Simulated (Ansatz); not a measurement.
## Electronic structure of CH$_{2}$B (SMILES [B+]=C) (charge +1, triplet) in real space

The calculation's input:

```
crystal:
  periodic: [false, false, false]
  atoms:
    - symbol: C
      position_ang: [-0.653572, -0.212508, 0.794661]
    - symbol: B
      position_ang: [-2.100204, -0.157988, 0.606660]
    - symbol: H
      position_ang: [0.020651, 0.421884, 0.212321]
    - symbol: H
      position_ang: [-0.199205, -0.889445, 1.523675]
basis:
  gaussian:
    orbitals: def2-TZVPD
total_charge: 1
magnetization:
  spin_polarized: true
  initial_magnetization: 2
hamiltonian:
  xc: pbe0
output:
  forces: true
  orbitals: {seedname: orbitals}
```

Run with:

```sh
ansatz run input.yaml --threads 1 --pin off --max-ram 2610MiB --events-out events.jsonl --progress --plain --runs-dir runs
```

Geometry: PBE0-D4/def2-TZVP.

All numbers below come from isolated molecule in a Gaussian basis; Kohn-Sham density functional theory, functional PBE0 (Ansatz).

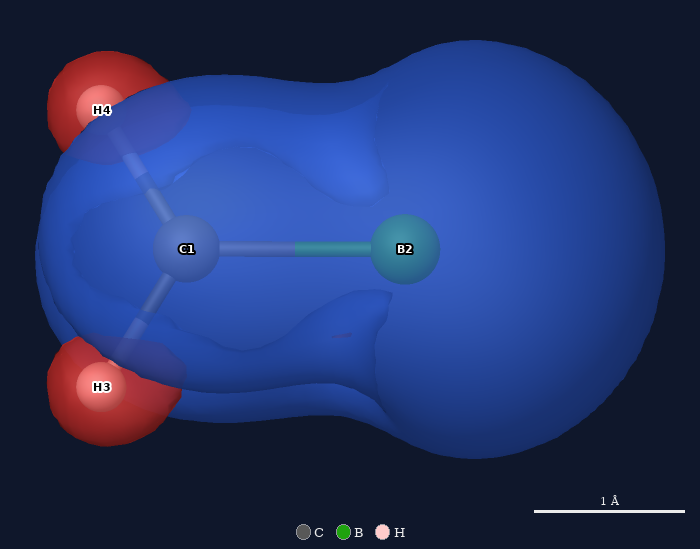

Figure 1. Isosurfaces of the spin density (α minus β) at +0.015 (blue) and −0.015 e/Å³ (red), seen across its widest extent.

Which atoms carry the spin?

The unpaired spin (2 electrons) lies mostly on B2 (about 1.3) and C1 (about 0.7), in electrons by Hirshfeld's partition.

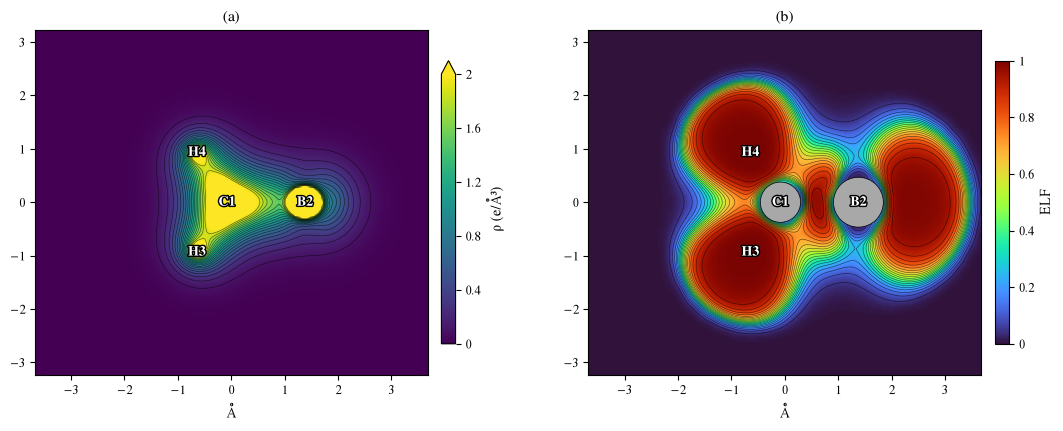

Figure 2. (a) electron density; (b) ELF on the molecular plane. Grey discs cover the atomic cores in the ELF map.

Interpret the plot.

The section cuts through C, B and H sites.
C–B (1.46 Å): ρ at the midpoint is about 1.7 e/Å³; the ELF peaks at about 0.95 between the atoms: a covalent bond.
C–H (1.09 Å): the density is about 2.1 e/Å³ at the midpoint; the ELF climbs to about 1 towards the hydrogen, as it does in any bond to H (a covalent bond by its length).
The ELF also peaks beside B2, away from the bonds: non-bonding electrons, paired or unpaired.

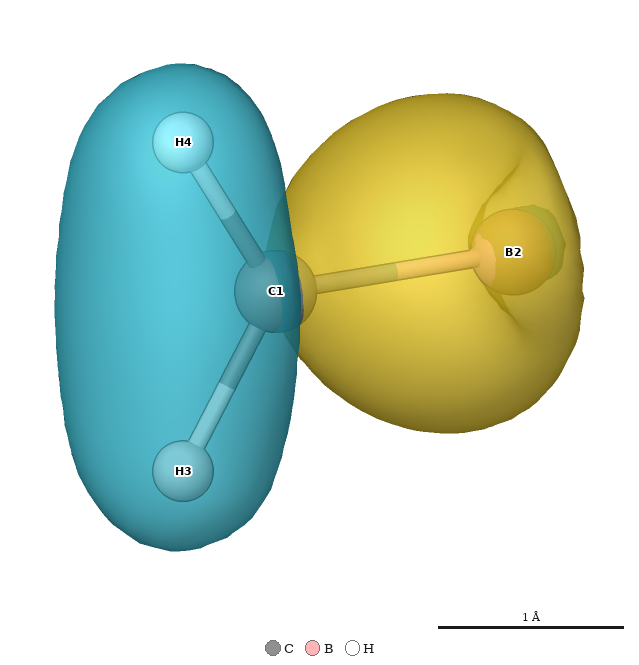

Figure 3. The HOMO−1 (β) at ±0.2 Å⁻³ᐟ² (yellow and cyan are the two phases), seen at a tilt.

What is the character of this orbital?

It lies mainly on C1 (about 50 %), B2 (about 30 %), H3 (about 10 %) and H4 (about 10 %); it is symmetric in the molecular plane (an in-plane orbital: σ, lone-pair or in-plane π type). Its energy is −20.29 eV.
